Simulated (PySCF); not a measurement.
# C2H2F4 (norflurane) at SVWN5/def2-TZVP

We compute the energy of C2H2F4 (norflurane). Input form: a Python script.

The calculation is run with PySCF 2.14.0.

5 further runs of the same task are left out: 5 set aside as unsound or not needed.

### Step 1. The system as given

The species is C2H2F4 (8 atoms), meant as a singlet with charge 0. As SMILES, `FCC(F)(F)F`. The shape is that of a PBE0-D4/def2-TZVP optimisation.

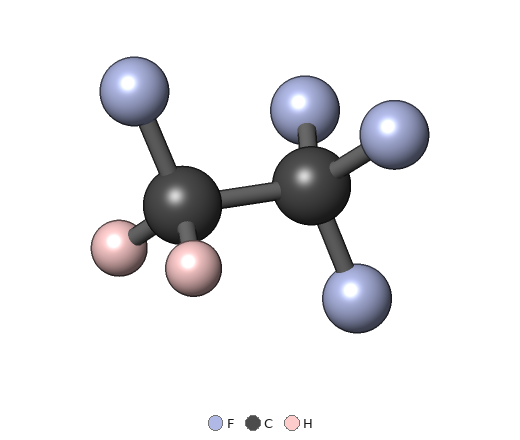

The structure, seen from a chosen angle (fluorine light blue, carbon dark grey, hydrogen pink).

### Step 2. The energy at SVWN5/def2-TZVP

input.xyz reads:

```xyz
8
C2H2F4
F     -0.224600    -1.506500     0.915200
C     -0.211200    -0.737800    -0.211700
C      0.211200     0.674300     0.135500
F      1.434400     0.711300     0.662400
F      0.217100     1.411800    -0.982100
F     -0.624600     1.243600     1.002900
H      0.502000    -1.148600    -0.930100
H     -1.212300    -0.705100    -0.647900
```

calc.py reads:

```python
from pyscf import gto, dft

mol = gto.Mole()
mol.atom = 'input.xyz'
mol.charge = 0
mol.verbose = 4
mol.basis = 'def2-tzvp'
mol.max_memory = 39680
mol.build()

myscf = dft.RKS(mol)
myscf.xc = 'svwn'
myscf.conv_tol = 1e-09
myscf.grids.level = 3
myscf.kernel()

e_final = myscf.e_tot
print(f'total energy: {e_final:.8f} hartree')
```

Run with:

```bash
$ OMP_NUM_THREADS=56 python calc.py
```

The program printed:

```text
PySCF version 2.14.0

[INPUT] num. atoms = 8
[INPUT] num. electrons = 50
[INPUT] charge = 0
[INPUT] spin (= nelec alpha-beta = 2S) = 0
[INPUT] symmetry False subgroup None
[INPUT] Mole.unit = angstrom
[INPUT] Symbol           X                Y                Z      unit          X                Y                Z       unit  Magmom
[INPUT]  1 F     -0.224600000000  -1.506500000000   0.915200000000 AA   -0.424432487577  -2.846872406657   1.729477349202 Bohr   0.0
[INPUT]  2 C     -0.211200000000  -0.737800000000  -0.211700000000 AA   -0.399110157508  -1.394239934704  -0.400055020570 Bohr   0.0
[INPUT]  3 C      0.211200000000   0.674300000000   0.135500000000 AA    0.399110157508   1.274242325794   0.256057889879 Bohr   0.0
[INPUT]  4 F      1.434400000000   0.711300000000   0.662400000000 AA    2.710623153076   1.344162192403   1.251754584912 Bohr   0.0
[INPUT]  5 F      0.217100000000   1.411800000000  -0.982100000000 AA    0.410259541643   2.667915342661  -1.855900026935 Bohr   0.0
[INPUT]  6 F     -0.624600000000   1.243600000000   1.002900000000 AA   -1.180322937403   2.350063408509   1.895206330326 Bohr   0.0
[INPUT]  7 H      0.502000000000  -1.148600000000  -0.930100000000 AA    0.948642514532  -2.170539426675  -1.757634268458 Bohr   0.0
[INPUT]  8 H     -1.212300000000  -0.705100000000  -0.647900000000 AA   -2.290914980810  -1.332445890431  -1.224353556106 Bohr   0.0

nuclear repulsion = 273.03996111605
number of shells = 74
number of NR pGTOs = 292
number of NR cGTOs = 198
basis = def2-tzvp
ecp = {}

******** <class 'pyscf.dft.rks.RKS'> ********
method = RKS
initial guess = minao
damping factor = 0
level_shift factor = 0
DIIS = <class 'pyscf.scf.diis.CDIIS'>
diis_start_cycle = 1
diis_space = 8
diis_damp = 0
SCF conv_tol = 1e-09
SCF conv_tol_grad = None
SCF max_cycles = 50
direct_scf = True
direct_scf_tol = 1e-13
XC library pyscf.dft.libxc version 7.0.0
    S. Lehtola, C. Steigemann, M. J.T. Oliveira, and M. A.L. Marques.,  SoftwareX 7, 1–5 (2018)
XC functionals = svwn
    P. A. M. Dirac.,  Math. Proc. Cambridge Philos. Soc. 26, 376 (1930)
    F. Bloch.,  Z. Phys. 57, 545 (1929)
    S. H. Vosko, L. Wilk, and M. Nusair.,  Can. J. Phys. 58, 1200 (1980)
radial grids:
    Treutler-Ahlrichs [JCP 102, 346 (1995); DOI:10.1063/1.469408] (M4) radial grids

becke partition: Becke, JCP 88, 2547 (1988); DOI:10.1063/1.454033
pruning grids: <function nwchem_prune>
grids dens level: 3
symmetrized grids: False
atomic radii adjust function: <function treutler_atomic_radii_adjust>
small_rho_cutoff = 0
Set gradient conv threshold to 3.16228e-05
Initial guess from minao.
tot grids = 104904
init E= -474.507075492619
  HOMO = -0.356590317371242  LUMO = -0.0120871261583346  gap/eV = 9.37441
cycle= 1 E= -473.666124264176  delta_E= 0.841  |g|= 0.902  |ddm|= 2.31
  HOMO = -0.258037595938429  LUMO = -0.00653563350192243  gap/eV = 6.84372
cycle= 2 E= -473.285837137889  delta_E= 0.38  |g|= 1.86  |ddm|= 1.25
  HOMO = -0.31892325555198  LUMO = 0.000846291428221235  gap/eV = 8.70137
cycle= 3 E= -473.786066784748  delta_E= -0.5  |g|= 0.103  |ddm|= 0.85
  HOMO = -0.325504858965663  LUMO = -0.00809439187851169  gap/eV = 8.63718
cycle= 4 E= -473.78692220751  delta_E= -0.000855  |g|= 0.0873  |ddm|= 0.104
  HOMO = -0.326151305586957  LUMO = -0.00595029918350676  gap/eV = 8.71311
cycle= 5 E= -473.788179471824  delta_E= -0.00126  |g|= 0.0193  |ddm|= 0.0465
  HOMO = -0.324271839191629  LUMO = -0.004653065695571  gap/eV = 8.69727
cycle= 6 E= -473.788233807434  delta_E= -5.43e-05  |g|= 0.00582  |ddm|= 0.014
  HOMO = -0.324625372158971  LUMO = -0.00494665420830032  gap/eV = 8.69890
cycle= 7 E= -473.788239534994  delta_E= -5.73e-06  |g|= 0.00118  |ddm|= 0.00392
  HOMO = -0.324691638552574  LUMO = -0.00498827553703762  gap/eV = 8.69957
cycle= 8 E= -473.788239712529  delta_E= -1.78e-07  |g|= 0.000472  |ddm|= 0.000795
  HOMO = -0.324671656851532  LUMO = -0.00497295149355637  gap/eV = 8.69944
cycle= 9 E= -473.788239742096  delta_E= -2.96e-08  |g|= 0.000148  |ddm|= 0.000275
  HOMO = -0.324668847860153  LUMO = -0.00496952123044281  gap/eV = 8.69946
cycle= 10 E= -473.788239745659  delta_E= -3.56e-09  |g|= 2.43e-05  |ddm|= 0.000105
  HOMO = -0.324671377218498  LUMO = -0.00497113105838309  gap/eV = 8.69949
cycle= 11 E= -473.788239745764  delta_E= -1.04e-10  |g|= 8.34e-06  |ddm|= 2.73e-05
  HOMO = -0.324670222262728  LUMO = -0.00497074471397596  gap/eV = 8.69947
Extra cycle  E= -473.788239745748  delta_E= 1.56e-11  |g|= 1.35e-05  |ddm|= 1.57e-05
converged SCF energy = -473.788239745748
total energy: -473.78823975 hartree
```

Run time: 6 s. Hardware: 56 threads of Arm Neoverse N1, host not shared; peak memory 2.3 GiB.

### Step 3. Outcome

At SVWN5/def2-TZVP:

```
     quantity          value
 total energy  -473.78824 Eh
dipole moment         1.91 D
  HOMO energy       -8.83 eV
  LUMO energy       -0.14 eV
HOMO–LUMO gap        8.70 eV
```

Mulliken charges run from -0.17 on F1 to +0.31 on C3.
